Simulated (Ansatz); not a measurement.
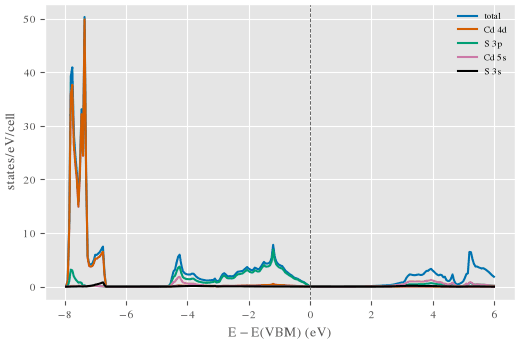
Figure: Total and projected density of states of CdS (wurtzite, P6_3mc), LDA in the plane-wave PAW code Ansatz

Which orbitals carry the states next to the gap?

Top 1 eV of the valence band: S 3p 88 %, Cd 4d 8 %. Bottom 1 eV of the conduction band: Cd 5s 54 %, S 3s 22 %, S 3p 21 %. Projections are on Löwdin-orthogonalised atomic valence shells; empty p or d shells of many metals are not among them.

Where is the tallest occupied peak in this window, and what makes it?

Near -7.3 eV, about 50 states/eV per cell; the largest projected share is Cd 4d.

The LDA relaxation kept the symmetry of its start; phonons on a q-mesh show no instability. Spin–orbit coupling is left out wherever it is not named.

Potentials: the later of the program's two PAW sets.
